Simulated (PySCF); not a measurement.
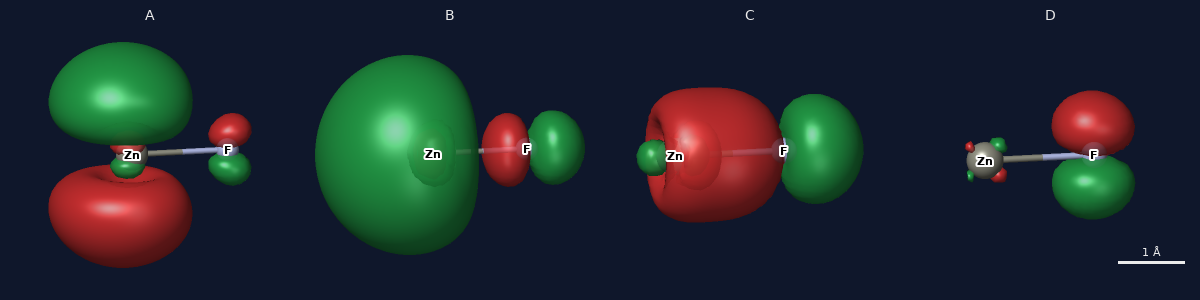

Figure 1: ZnF (charge +1). Four frontier orbitals, each drawn at the value that holds 80 % of its norm (green and red are the two phases), in no order; of a degenerate pair one member is drawn.

Level of theory: PySCF, PBE0/x2c-SVPall, spin-free X2C-1e, Gaussian nucleus, at a bond length of 1.725 Å.

Q: Name the orbitals and rank them from lowest to highest energy.

A: Orbital C: σ, occupied, −18.12 eV; mainly on F (70 %).
Orbital D: π, occupied, −17.04 eV; mainly on F (90 %).
Orbital B: σ, empty, −12.00 eV; mainly on Zn (85 %).
Orbital A: π, empty, −6.14 eV; mainly on Zn (95 %).
